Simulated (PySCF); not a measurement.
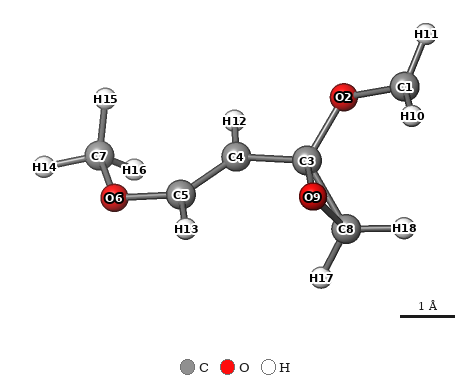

The input geometry (ball-and-stick view, seen at a tilt; atoms are numbered from 1 in the order of the input). Bond lengths as drawn: C–C 1.33 to 1.48 Å, C–H 1.07 to 1.09 Å and C–O 1.34 to 1.41 Å.

**EPR calculation of C6H9O3**

The run: EPR calculation of C6H9O3, multiplicity 2. Method and program: UKS B3LYP, pcH-1 on C H O, non-relativistic, mean-field spin-orbit, GIAO (PySCF 2.14.0).

It belongs to a series of runs on one base structure; here: H removed from sp3 C.

## What the program printed
```
UKS, coarse grid
  cycle   1  E = -459.46622963  |g| = 6.37e-01
  cycle   2  E = -459.26105185  |g| = 1.00e+00
  cycle   3  E = -459.59917123  |g| = 1.27e-01
  cycle   4  E = -459.60426927  |g| = 6.38e-02
  cycle   5  E = -459.60590490  |g| = 2.10e-02
  cycle   6  E = -459.60608861  |g| = 6.18e-03
  cycle   7  E = -459.60610446  |g| = 1.63e-03
  cycle   8  E = -459.60610555  |g| = 8.26e-04
UKS, final grid
  cycle   1  E = -459.60605565  |g| = 1.11e-03
  cycle   2  E = -459.60605498  |g| = 1.78e-03
  cycle   3  E = -459.60605615  |g| = 1.31e-04
  cycle   4  E = -459.60605616  |g| = 4.82e-05
  cycle   5  E = -459.60605616  |g| = 3.71e-05
  cycle   6  E = -459.60605616  |g| = 8.07e-06
E = -459.60605616 Eh   <S^2> = 0.7532 (exact 0.7500)
g shifts (ppm)      1          2          3
  rmc          -187       -187       -187
  gc             -1         35         40
  oz_so         265       1356       2073
  total          77       1203       1926
hyperfine (MHz)  atom isotope    a_iso     a_fc   dipolar eigenvalues
    0   13C     142.11     142.11    -75.80    -74.08    149.88
    1   17O     -20.55     -20.55    -64.62     31.12     33.50
    2   13C      -6.48      -6.48     -2.55     -0.51      3.06
    3   13C      -0.31      -0.31     -0.52     -0.40      0.92
    4   13C      -0.63      -0.63     -0.22     -0.21      0.42
    5   17O      -0.07      -0.07     -0.09      0.01      0.08
    6   13C      -0.01      -0.01     -0.09     -0.08      0.17
    7   13C       0.95       0.95     -3.85     -1.95      5.80
    8   17O       0.51       0.51     -3.94      1.37      2.57
    9    1H     -34.00     -34.00    -34.93     -1.36     36.29
   10    1H     -43.37     -43.37    -34.97     -1.75     36.73
   11    1H      -0.32      -0.32     -1.89     -1.69      3.58
   12    1H       0.04       0.04     -0.76     -0.70      1.46
   13    1H      -0.00      -0.00     -0.21     -0.21      0.42
   14    1H       0.04       0.04     -0.41     -0.39      0.80
   15    1H       0.00       0.00     -0.37     -0.36      0.74
   16    1H      -3.25      -3.25     -2.61     -1.22      3.83
   17    1H       0.40       0.40     -5.78     -2.22      7.99
```

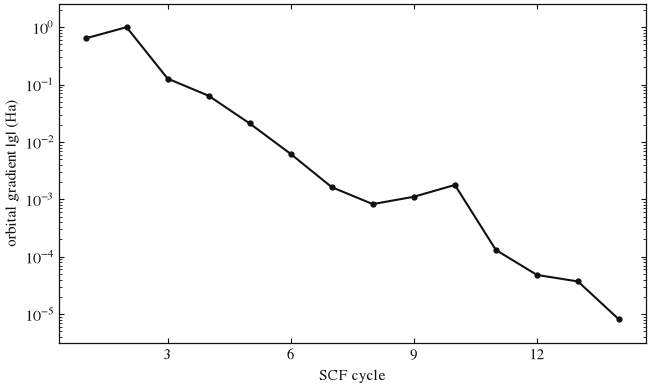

Convergence of the self-consistent field: orbital gradient |g| against the SCF cycle. All cycles printed in the log are drawn one after another.

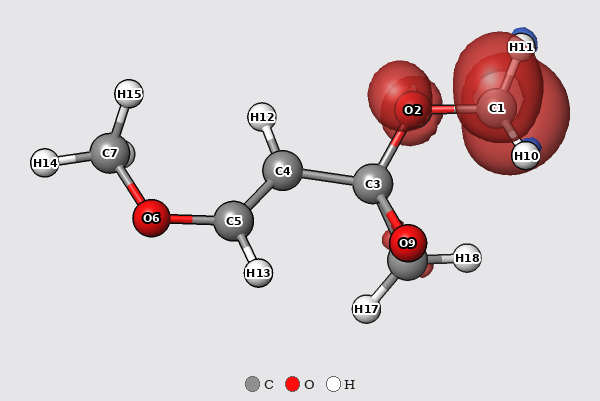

Isosurfaces of the spin density (α minus β) at +0.03 (red) and −0.03 e/Å³ (blue), seen face on. The unpaired spin (1 electron) lies mostly on C1 (about 0.7), O2 (about 0.2) and H11 (about 0.1), in electrons by Hirshfeld's partition.

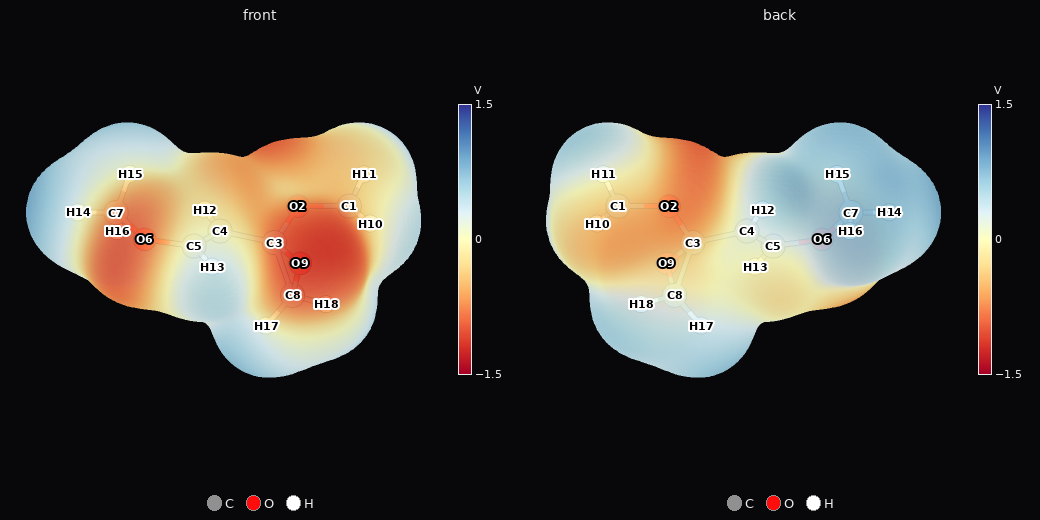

The molecular electrostatic potential painted on the density surface at 0.001 e/bohr³, seen at a tilt and from behind; red is negative and blue positive.

The run was set up as follows.

## Input
```
{"job": {"kind": "epr", "basis": "pcH-1"}, "charge": 0, "multiplicity": 2}
C     -3.124938     0.652840     0.381775
O     -1.764962     0.720539     0.470018
C     -1.011810    -0.205530    -0.224453
C      0.420476     0.177795    -0.216581
C      1.241364    -0.176388    -1.201581
O      2.555580     0.071350    -1.324268
C      3.177842     0.814808    -0.299654
C     -1.419814    -1.630289    -0.245850
O     -1.551194    -0.783701    -1.366358
H     -3.565337     0.167624    -0.470735
H     -3.607081     1.475773     0.870411
H      0.714166     0.763750     0.637501
H      0.878285    -0.741644    -2.050112
H      4.229472     0.880331    -0.571921
H      2.752002     1.819816    -0.230174
H      3.078352     0.313036     0.667295
H     -0.661391    -2.397530    -0.331818
H     -2.349770    -1.916263     0.230087
```

The first line tells a small driver script what to run in PySCF; the rest is the geometry in Å.

Launch command:
```bash
OMP_NUM_THREADS=1 python <driver script> task.json out
```

## Key numbers

- outcome: converged
- total energy: −459.606056 hartree
- ⟨S²⟩: 0.753
- isotropic g: 2.0034
- hardware: 1 CPU thread, shared host
- wall time: 69 s
- peak memory: 1.1 GiB
